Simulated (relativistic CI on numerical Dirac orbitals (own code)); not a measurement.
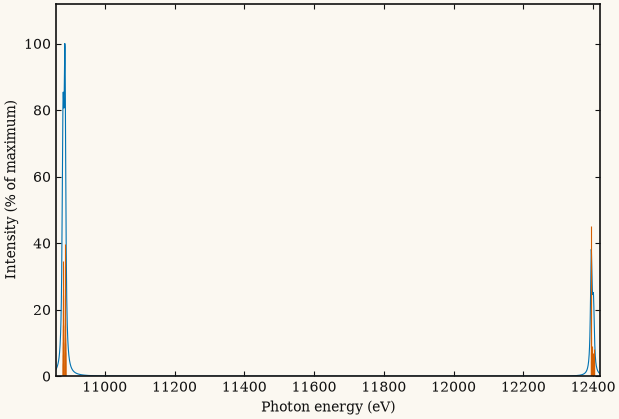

Computed core-level spectrum (absorption) of an ion of charge +7 in a field of D3d symmetry with 10Dq = 46,400, Dσ = −510, Dτ = −110 cm⁻¹. Sticks are the strongest transitions, on a scale of their own. Multiplet model: relativistic Dirac–Coulomb–Breit theory, one configuration a step, Slater integrals scaled by 0.8, 80 K, Voigt broadening (Lorentzian 5 eV, Gaussian 1 eV full widths), computed with a radial Dirac CI code.

> Identify the element and the shell or line.

L₂,₃ X-ray absorption of Os⁷⁺, initial configuration [Xe] 4f¹⁴ 5d. The main maxima lie at 10881.0 eV (85), 10885.6 eV (100), 12394.6 eV (38) and 12400.1 eV (25), heights in % of the largest; the centroid is at 11277.6 eV. The lower edge holds 0.74 of the intensity (branching ratio, edges parted at 11644 eV), and the core spin-orbit splitting of the orbitals is 1550 eV. The ground state has S = 0.50.

Known limits: free-ion energies, so absolute edge positions are off by a few eV from solids.
